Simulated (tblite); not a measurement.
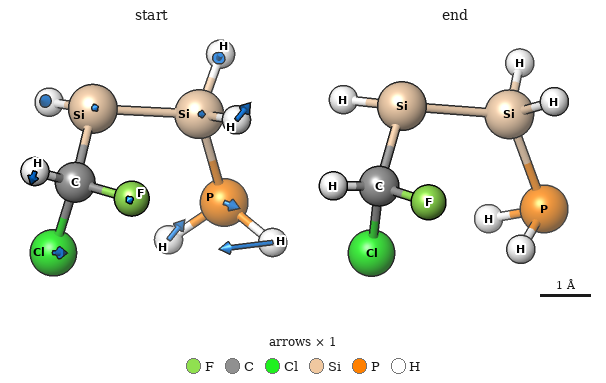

The structure of CH6ClFPSi2 (multiplicity 2) before (left) and after (right) a relaxation, at one scale. The blue arrows give the displacements, at their true length.

A ball-and-stick model, seen at a tilt.

All numbers below come from tblite, GFN2-xTB geometry optimisation, gas phase. 

### Describe what moved and what it gained.

The energy falls by 1.058 eV in 98 geometry steps. An H atom moves most after the best rigid fit: 1.21 Å. By element the largest moves are H 1.21 Å, P 0.39 Å, Cl 0.37 Å, F 0.20 Å, Si 0.17 Å, C 0.08 Å. Some distances before and after: Si–Si 2.228 → 2.310 Å, C–Si 1.863 → 1.944 Å, H–P 1.455 → 1.382 Å, P–Si 2.194 → 2.246 Å. Among the angles between lasting bonds that change: H–P–H 113.1° → 93.0°, Si–P–H 114.8° → 95.8°, Si–P–H 110.9° → 95.5°.
